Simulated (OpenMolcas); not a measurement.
## Mo²⁺: multiconfigurational calculation (part 2 of 2)

Continued. System: Mo²⁺. Method: state-averaged CASSCF, active space 4 electrons in the shells 4d 5s, basis ANO-RCC-VDZP, DKH2 scalar Hamiltonian, spin-orbit coupling by RASSI with atomic mean-field integrals (OpenMolcas).

## The program's output (extracts), continued
```
--- RASSI ---
SPIN-FREE ENERGIES:
  (Shifted by EMIN (a.u.) =      -4044.8929213412)

 SF State       Relative EMIN(au)   Rel lowest level(eV)    D:o, cm**(-1)      L_eff

     1             0.0000000000        0.0000000000              0.0000         2.0
     2             0.0000000000        0.0000000000              0.0000         2.0
     3             0.0000000000        0.0000000000              0.0000         2.0
     4             0.0000000000        0.0000000000              0.0000         2.0
     5             0.0000000000        0.0000000000              0.0000         2.0
    16             0.0639064918        1.7389842314          14025.8537         5.0
    17             0.0639064918        1.7389842314          14025.8537         5.0
    18             0.0639064918        1.7389842314          14025.8537         5.0
    19             0.0639064918        1.7389842314          14025.8537         5.0
    20             0.0639064918        1.7389842314          14025.8537         5.0
    21             0.0639064918        1.7389842314          14025.8537         5.0
    22             0.0639064918        1.7389842314          14025.8537         5.0
    23             0.0639064918        1.7389842314          14025.8537         5.0
    24             0.0639064918        1.7389842314          14025.8537         5.0
    25             0.0639064918        1.7389842314          14025.8537         5.0
    26             0.0639064918        1.7389842314          14025.8537         5.0
    27             0.0670777000        1.8252772035          14721.8535         1.0
    28             0.0670777000        1.8252772035          14721.8535         1.0
    29             0.0670777000        1.8252772035          14721.8535         1.0
    30             0.0714136642        1.9432648006          15673.4876         3.0
    31             0.0714136642        1.9432648006          15673.4876         3.0
    32             0.0714136642        1.9432648006          15673.4876         3.0
    33             0.0714136642        1.9432648006          15673.4876         3.0
    34             0.0714136642        1.9432648006          15673.4876         3.0
    35             0.0714136642        1.9432648006          15673.4876         3.0
    36             0.0714136642        1.9432648006          15673.4876         3.0
    37             0.0804505575        2.1891711949          17656.8565         4.0
    38             0.0804505575        2.1891711949          17656.8565         4.0
    39             0.0804505575        2.1891711949          17656.8565         4.0
    40             0.0804505575        2.1891711949          17656.8565         4.0
    41             0.0804505575        2.1891711949          17656.8565         4.0
    42             0.0804505575        2.1891711949          17656.8565         4.0
    43             0.0804505575        2.1891711949          17656.8565         4.0
    44             0.0804505575        2.1891711949          17656.8565         4.0
    45             0.0804505575        2.1891711949          17656.8565         4.0
   111             0.0966719362        2.6305773954          21217.0376         6.0
   112             0.0966719362        2.6305773954          21217.0376         6.0
   113             0.0966719362        2.6305773954          21217.0376         6.0
   114             0.0966719362        2.6305773954          21217.0376         6.0
   115             0.0966719362        2.6305773954          21217.0376         6.0
Eigenvalues of complex Hamiltonian:
   -----------------------------------
  (Shifted by EMIN (a.u.) =      -4044.8929213412)

 SO State       Relative EMIN(au)   Rel lowest level(eV)    D:o, cm**(-1)     J-value

     1            -0.0063214748        0.0000000000              0.0000        -0.0
     2            -0.0051660558        0.0314405526            253.5852         0.7
     3            -0.0051660558        0.0314405526            253.5852         0.7
     4            -0.0051660558        0.0314405526            253.5852         0.9
     5            -0.0030910889        0.0879032777            708.9877         1.2
     6            -0.0030910889        0.0879032777            708.9877         1.4
     7            -0.0030910889        0.0879032777            708.9877         1.7
     8            -0.0030910889        0.0879032777            708.9877         1.7
     9            -0.0030910889        0.0879032777            708.9877         1.8
    10            -0.0003499196        0.1624942951           1310.6049         2.8
    11            -0.0003499196        0.1624942951           1310.6049         2.7
    12            -0.0003499196        0.1624942951           1310.6049         1.5
    13            -0.0003499196        0.1624942951           1310.6049         2.4
    14            -0.0003499196        0.1624942951           1310.6049         1.6
    15            -0.0003499196        0.1624942951           1310.6049         2.5
    16            -0.0003499196        0.1624942951           1310.6049         2.8
    17             0.0028715493        0.2501549308           2017.6356         3.1
    18             0.0028715493        0.2501549308           2017.6356         2.9
    19             0.0028715493        0.2501549308           2017.6356         3.6
    20             0.0028715493        0.2501549308           2017.6356         3.7
    21             0.0028715493        0.2501549308           2017.6356         2.8
    22             0.0028715493        0.2501549308           2017.6356         3.8
    23             0.0028715493        0.2501549308           2017.6356         3.7
    24             0.0028715493        0.2501549308           2017.6356         3.0
    25             0.0028715493        0.2501549308           2017.6356         1.7
    26             0.0566415579        1.7133114024          13818.7884        -0.0
    27             0.0601859160        1.8097582990          14596.6851         3.1
    28             0.0601859160        1.8097582990          14596.6851         3.3
    29             0.0601859160        1.8097582990          14596.6851         3.5
    30             0.0601859160        1.8097582990          14596.6851         3.3
    31             0.0601859160        1.8097582990          14596.6851         2.9
    32             0.0601859160        1.8097582990          14596.6851         2.4
    33             0.0601859160        1.8097582990          14596.6851         2.8
    34             0.0601859160        1.8097582990          14596.6851         3.7
    35             0.0601859160        1.8097582990          14596.6851         3.5
    36             0.0625281334        1.8734932823          15110.7424         1.0
    37             0.0625281334        1.8734932823          15110.7424         0.6
    38             0.0625281334        1.8734932823          15110.7424         0.6
    39             0.0627295156        1.8789731713          15154.9407         3.4
    40             0.0627295156        1.8789731713          15154.9407         3.7
    41             0.0627295156        1.8789731713          15154.9407         4.3
Weights of the five most important spin-orbit-free states for each spin-orbit state.

 SO State  Total energy (au)           Spin-free states, spin, and weights
 -------------------------------------------------------------------------------------------------------
    1        -0.006321       3 2.0  0.1969    2 2.0  0.1969    5 2.0  0.1969    4 2.0  0.1969    1 2.0  0.1969
    2        -0.005166       3 2.0  0.2880    4 2.0  0.2459    1 2.0  0.2420    5 2.0  0.1264    2 2.0  0.0874
    3        -0.005166       5 2.0  0.3152    2 2.0  0.2164    4 2.0  0.2035    1 2.0  0.1429    3 2.0  0.1117
    4        -0.005166       2 2.0  0.2900    1 2.0  0.2089    3 2.0  0.1941    5 2.0  0.1522    4 2.0  0.1444
    5        -0.003091       4 2.0  0.2603    1 2.0  0.2045    2 2.0  0.2007    3 2.0  0.1763    5 2.0  0.1530
    6        -0.003091       5 2.0  0.2663    4 2.0  0.2654    2 2.0  0.1699    3 2.0  0.1569    1 2.0  0.1363
    7        -0.003091       3 2.0  0.2614    2 2.0  0.2299    1 2.0  0.1975    4 2.0  0.1606    5 2.0  0.1454
    8        -0.003091       2 2.0  0.2140    1 2.0  0.2057    4 2.0  0.2037    5 2.0  0.1967    3 2.0  0.1746
    9        -0.003091       1 2.0  0.2508    5 2.0  0.2334    3 2.0  0.2255    2 2.0  0.1803    4 2.0  0.1048
   10        -0.000350       5 2.0  0.2689    4 2.0  0.2585    3 2.0  0.1895    1 2.0  0.1751    2 2.0  0.1037
   11        -0.000350       1 2.0  0.3716    2 2.0  0.3111    5 2.0  0.1156    3 2.0  0.1130    4 2.0  0.0843
   12        -0.000350       5 2.0  0.2963    3 2.0  0.2557    1 2.0  0.1757    2 2.0  0.1738    4 2.0  0.0943
```

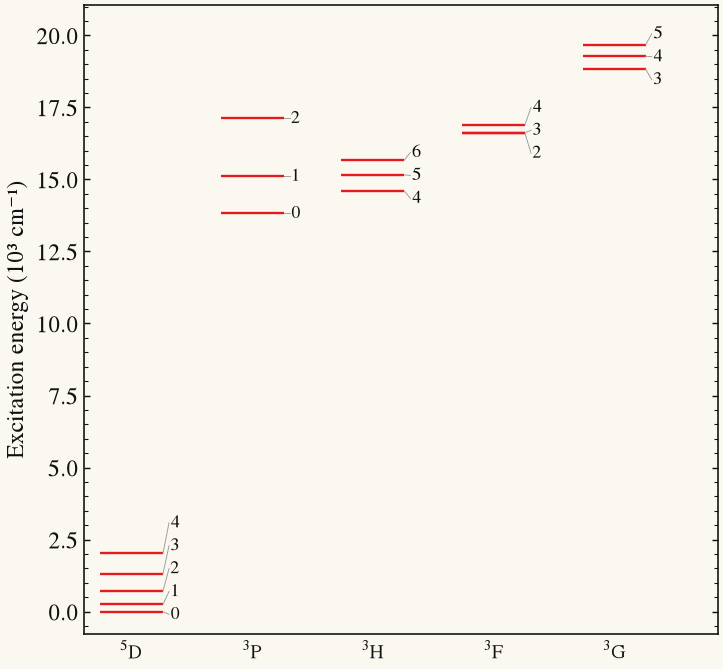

Figure 2. Level diagram of Mo III (Mo²⁺). The lowest level is 4d⁴ ⁵D₀. The first excited level, 4d⁴ ⁵D₁, lies at 254 cm⁻¹. The ground term spreads over 2,020 cm⁻¹ in the order J = 0, 1, 2, 3, 4, a normal multiplet. All levels drawn have even parity, so no electric dipole line joins them. The leading LS term holds 94 % of a level on average, 98 % of the ground level. Spin-orbit coupling puts the ground level 1,390 cm⁻¹ below the lowest spin-free term.

```csv
Configuration,Level,E (cm⁻¹),Landé g
4d⁴,⁵D₀,0,–
4d⁴,⁵D₁,254,1.501
4d⁴,⁵D₂,709,1.500
4d⁴,⁵D₃,"1,311",1.500
4d⁴,⁵D₄,"2,018",1.499
4d⁴,³P₀,"13,820",–
4d⁴,³H₄,"14,600",0.822
4d⁴,³P₁,"15,110",1.496
4d⁴,³H₅,"15,150",1.040
4d⁴,³H₆,"15,670",1.164
4d⁴,³F₂,"16,600",0.672
4d⁴,³F₃,"16,620",1.024
4d⁴,³F₄,"16,900",1.206
4d⁴,³P₂,"17,110",1.494
4d⁴,³G₃,"18,820",0.811
4d⁴,³G₄,"19,270",1.068
4d⁴,³G₅,"19,680",1.194
```

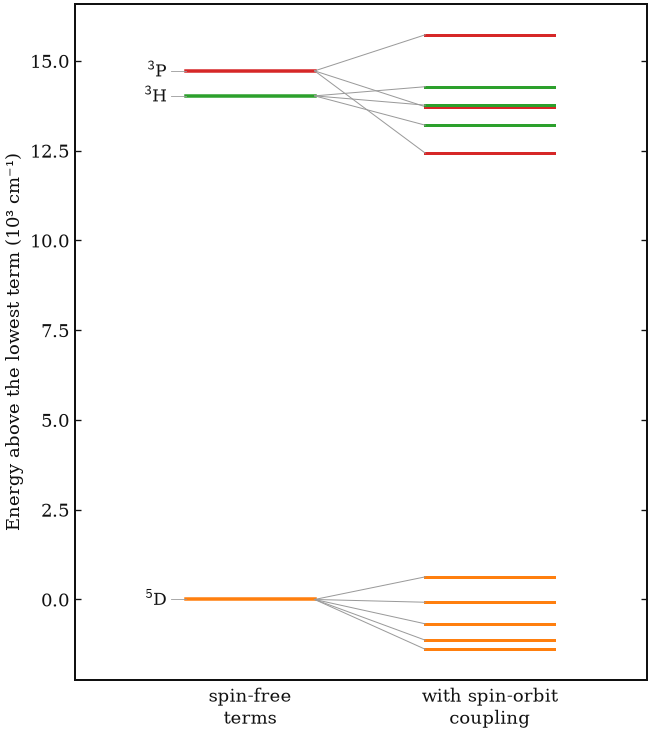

Figure 3. Terms of Mo III (Mo²⁺) without and with spin-orbit coupling; the J values are left off. ⁵D (at 0) splits over 2,020 cm⁻¹ into J = 0, 1, 2, 3, 4 from the bottom up (normal); ³H (at 14,000 cm⁻¹) splits over 1,070 cm⁻¹ into J = 4, 5, 6 from the bottom up (normal); ³P (at 14,700 cm⁻¹) splits over 3,300 cm⁻¹ into J = 0, 1, 2 from the bottom up (normal). The ground level lies 1,390 cm⁻¹ below the lowest term.

## Results in brief

| quantity | value |
| --- | --- |
| outcome | converged |
| lowest level | 4d⁴ ⁵D₀ |
| first excited level | 4d⁴ ⁵D₁, 254 cm⁻¹ (measured: 242) |
| energy of the lowest spin-free term | −4044.89292 hartree |
| energy of the lowest spin-orbit level | −4044.89924 hartree |
| largest spread among components of a term | 0.0 cm⁻¹ |
| wall time | 79 s |

## Notes

Against measured levels the run misses widely: 4d4 3P J = 0 comes out at 13,819 cm⁻¹ where 11,149 cm⁻¹ is measured. Without dynamic correlation the gaps between configurations can be off by an electronvolt or more. To bear in mind: single d shell misplaces d against s configurations; only configurations of the active space are included; levels of higher terms that fall inside the range are not drawn.
